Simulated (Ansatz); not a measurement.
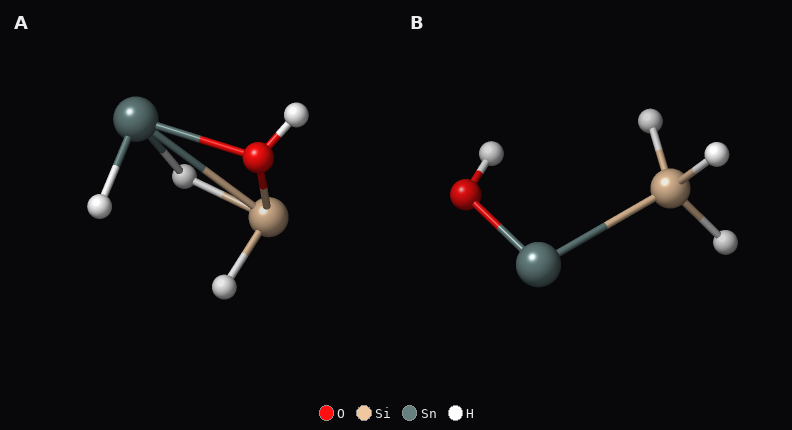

2 stationary structures of one formula. Geometries: PBE0-D4/def2-TZVP. Electronic energies: PBE0-D4/def2-TZVP (Ansatz 0.2.0), without zero-point energy. No frequency run is at hand to confirm each as a minimum. Each is one conformer, not always the lowest.

> Which structure is the most stable?

B is lowest (Cs); A lies 0.683 eV above it (C1).
